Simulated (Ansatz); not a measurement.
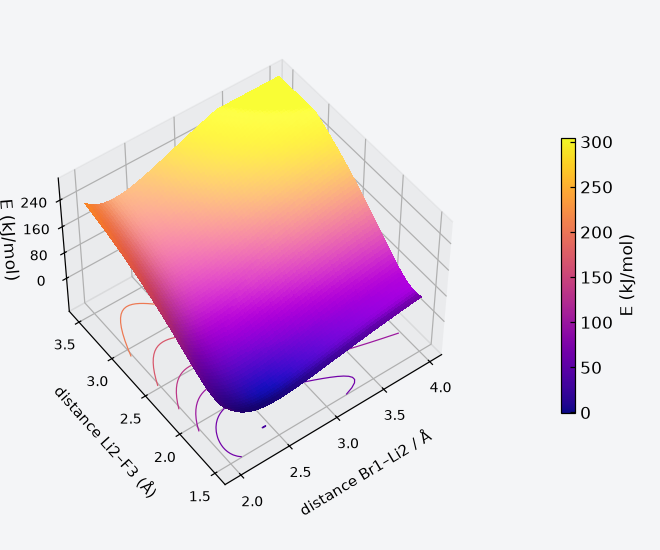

Energy landscape of the system Br⁻ + LiF. The first coordinate is: distance Br1–Li2; the second: distance Li2–F3. Nothing is relaxed (the angle Br1–Li2–F3 is fixed at 120 degrees). The scan uses a 17 × 17 grid. Points are written as (first, second). Energies are in kJ/mol, from the lowest grid point. Method: RHF/def2-TZVPD in Ansatz.

In the figure: a relief with its contours projected below, any walls above the top of the colour scale cut off. Between grid points the surface is interpolated. 

**Describe this landscape.**

The lowest grid point is at (2.425 Å, 1.638 Å). It is the only kind of minimum in the scanned range. The highest grid point, (3.984 Å, 3.504 Å), lies 358 kJ/mol above the lowest.

The input of one point:

```yaml
crystal:
  periodic: [false, false, false]
  atoms:
    - { symbol: Br, position_ang: [-2.425, 0.0, 0.0] }
    - { symbol: Li, position_ang: [0.0, 0.0, 0.0] }
    - { symbol: F, position_ang: [0.819, 1.41855, 0.0] }
total_charge: -1
basis:
  gaussian: { orbitals: def2-TZVPD }
hamiltonian:
  xc: hf
output:
  forces: true
```

Each point was launched as `ansatz run input.yaml --threads 1 --pin off --max-ram 2560MiB --backend cpu --events-out ev --progress --plain --runs-dir out`. The whole map (289 points run) took 12 min on 1 thread of Arm Neoverse N1 (shared host).
